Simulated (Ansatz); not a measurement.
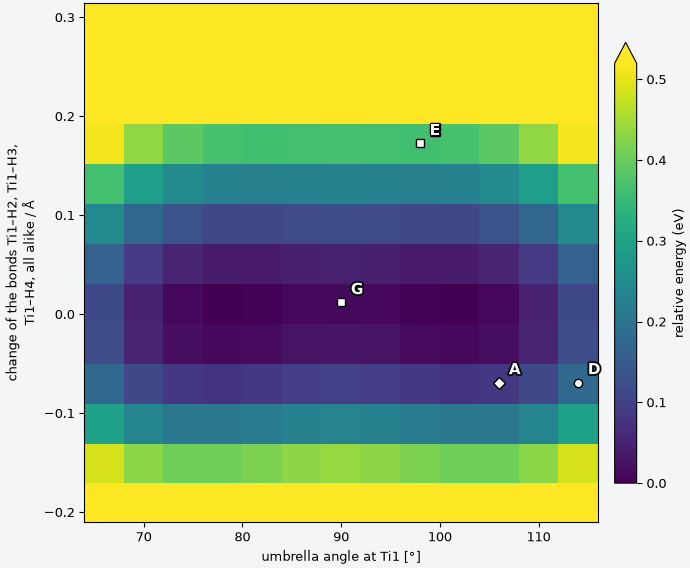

TiH3, spin multiplicity 2. 
- First axis: umbrella angle at Ti1 (between each of its bonds and their common axis; 90 is planar). Second axis: change of the bonds Ti1–H2, Ti1–H3, Ti1–H4, all alike.
- Nothing is relaxed (all other coordinates rigid).
- The grid has 13 × 13 points; 91 points were computed and 78 follow by symmetry.
- Points are written as (first, second).
- All energies are given in eV relative to the lowest grid point.
- Method: UKS PBE-D4/def2-TZVP in Ansatz.

In the figure: one coloured cell a grid point, one colour for all values above the top of the scale, lettered points.

> Rank the lettered points by energy, lowest first.

G (0.014 eV), A (0.08 eV), D (0.17 eV), E (0.36 eV).

> What kind of point is each of A, E, G: minimum, saddle, maximum or slope?

A: on a slope; E: on a slope; G: saddle point. (In these two coordinates alone; a stationary point may lie a little off the grid point.)
